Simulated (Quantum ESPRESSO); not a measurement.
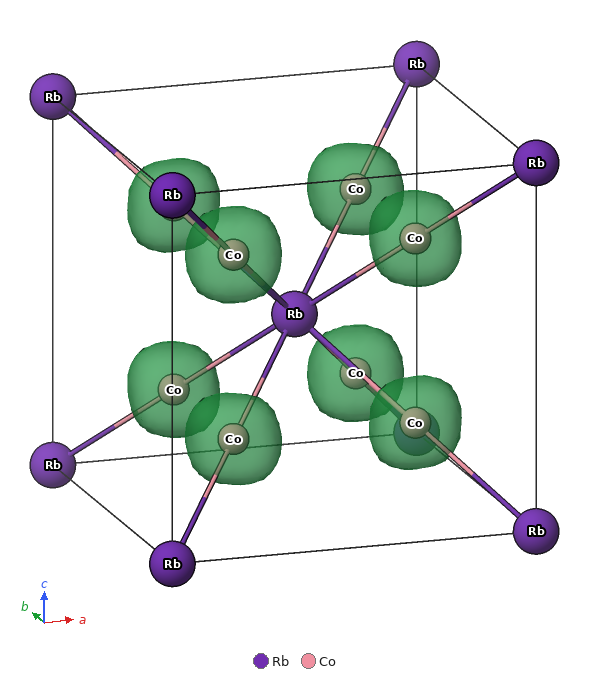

RbCo4. Isosurface of the magnetisation density (up minus down) at +0.2 e/Å³ (green), seen slightly off an axis. Sticks mark near contacts.

Space group Im-3m; a generated structure, not necessarily the stable one; computed pressure about −3 GPa in this cell; spin-polarised.

Computed with Kohn-Sham DFT of a periodic cell, PBE, SSSP 1.3 efficiency PBE (Quantum ESPRESSO 7.5).

The density is the valence pseudo-density of a pseudopotential calculation; it isn't the true density close to the nuclei.

```cif
data_structure
_symmetry_space_group_name_H-M 'P 1'
_symmetry_Int_Tables_number 1
_cell_length_a 5.8293
_cell_length_b 5.8293
_cell_length_c 5.8293
_cell_angle_alpha 90.000
_cell_angle_beta 90.000
_cell_angle_gamma 90.000
_cell_volume 198.09
loop_
_atom_site_label
_atom_site_type_symbol
_atom_site_fract_x
_atom_site_fract_y
_atom_site_fract_z
_atom_site_occupancy
Rb1 Rb 0.00000 0.00000 0.00000 1
Rb2 Rb 0.50000 0.50000 0.50000 1
Co1 Co 0.25000 0.25000 0.25000 1
Co2 Co 0.75000 0.75000 0.75000 1
Co3 Co 0.25000 0.25000 0.75000 1
Co4 Co 0.75000 0.75000 0.25000 1
Co5 Co 0.25000 0.75000 0.25000 1
Co6 Co 0.75000 0.25000 0.75000 1
Co7 Co 0.75000 0.25000 0.25000 1
Co8 Co 0.25000 0.75000 0.75000 1
```

Q: Describe the spin distribution.

A: The spin density sits on Co: +1.8 μB (×8) in one cell of 10 atoms: parallel main moments (a ferromagnetic arrangement) in this solution. The cell of the calculation (5 atoms) carries 7.0 μB of net spin moment.
